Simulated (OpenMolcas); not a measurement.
# SiO (SMILES O=[Si]) at mPW1PW91/def2-SVP (Cholesky decomposition)

What is the vertical singlet–triplet gap of SiO at mPW1PW91/def2-SVP (Cholesky decomposition)? 

The calculation is run with OpenMolcas 26.06.

### Step 1. The structure to begin with

The species is SiO (2 atoms), meant as a singlet with charge 0. SMILES: `O=[Si]`. The shape is that of a PBE0-D4/def2-TZVP optimisation.

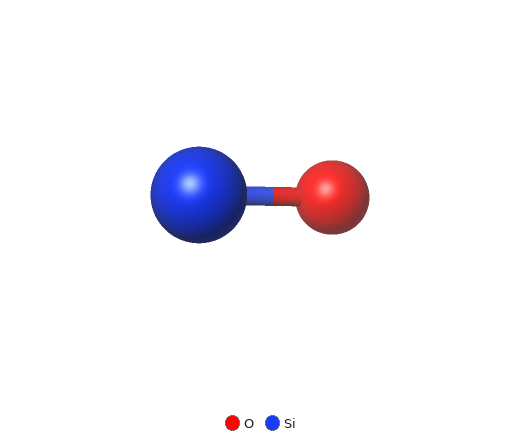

Viewed from a chosen angle; oxygen red, silicon blue.

### Step 2. The energy at mPW1PW91/def2-SVP (Cholesky decomposition)

geom.xyz

```xyz
2

O     -0.640700     0.231500    -0.324000
Si     0.640700    -0.231500     0.324000
```

job.inp

```
&GATEWAY
BasLib = $CurrDir
Coord = geom.xyz
Basis = def2-SVP
Group = NoSym
&SEWARD
Low
&SCF
KSDFT = HYB_GGA_XC_MPW1PW
PrOrbitals = 0
```

The basis set def2-SVP is read from a file made from the Basis Set Exchange's data (not shown).

On the command line:

```
export MOLCAS_MEM=1860
pymolcas job.inp > job.log
```

The log of the run:

```text
--- Start Module: gateway ---
[...]
--- Stop Module: gateway /rc=_RC_ALL_IS_WELL_ ---
--- Start Module: seward ---
[...]
      Basis functions           32
--- Stop Module: seward /rc=_RC_ALL_IS_WELL_ ---
--- Start Module: scf ---
[...]
       Convergence after  11 Iterations
[...]
::    Total KS-DFT energy                            -364.5448065186
[...]
      Total spin, S                                     0.0000000000
[...]
      Total electronic charge=   22.000000
      Total            charge=   -0.000000
[...]
      Dipole Moment (debye):
      Origin of the operator (angstrom)=    0.1746   -0.0631    0.0883
                   X=  2.2712E+00               Y= -8.2064E-01               Z=  1.1486E+00           Total=  2.6741E+00
      Quadrupole Moment (debye*angstrom):
[...]
--- Stop Module: scf /rc=_RC_ALL_IS_WELL_ ---
[...]
```

It took 2.2 s on 1 thread of Arm Neoverse V1, shared host; peak memory 0.094 GiB.

### Step 3. The triplet

geom.xyz is that of step 2.

job.input

```
&GATEWAY
 BasLib=$CurrDir
 Coord=geom.xyz
 Basis=def2-SVP
 Group=NoSym

&SEWARD
 Low

&SCF
 UHF
 Spin=3
 KSDFT=HYB_GGA_XC_MPW1PW
 PrOrbitals=0
```

The basis set def2-SVP is read from a file made from the Basis Set Exchange's data (not shown).

On the command line:

```
export MOLCAS_MEM=1860
pymolcas job.input > job.log
```

The log of the run:

```text
--- Start Module: gateway ---
[...]
--- Stop Module: gateway /rc=_RC_ALL_IS_WELL_ ---
--- Start Module: seward ---
[...]
      Basis functions           32
--- Stop Module: seward /rc=_RC_ALL_IS_WELL_ ---
--- Start Module: scf ---
[...]
       Convergence after  19 Iterations
[...]
::    Total KS-DFT energy                            -364.3931291684
[...]
      Total spin, S                                     1.0024053581
[...]
      Total electronic charge=   22.000000
      Total            charge=   -0.000000
[...]
      Dipole Moment (debye):
      Origin of the operator (angstrom)=    0.1746   -0.0631    0.0883
                   X=  2.3417E+00               Y= -8.4584E-01               Z=  1.1838E+00           Total=  2.7568E+00
      Quadrupole Moment (debye*angstrom):
[...]
--- Stop Module: scf /rc=_RC_ALL_IS_WELL_ ---
[...]
```

It took 3.6 s on 1 thread of Arm Neoverse V1, shared host; peak memory 0.094 GiB.

### Step 4. What came out

Level: mPW1PW91/def2-SVP (Cholesky decomposition).

```
                                        quantity          value
                           singlet: total energy  -364.54481 Eh
                          singlet: dipole moment         2.67 D
                            singlet: HOMO energy       -8.72 eV
                            singlet: LUMO energy       -1.69 eV
                          singlet: HOMO–LUMO gap        7.02 eV
                           triplet: total energy  -364.39313 Eh
                          triplet: dipole moment         2.76 D
     triplet: HOMO energy (highest over α and β)       -4.62 eV
                                   triplet: ⟨S²⟩          2.007
vertical energy of the triplet above the singlet       4.127 eV
```

At this shape the triplet lies 4.13 eV (95 kcal/mol) above the singlet.
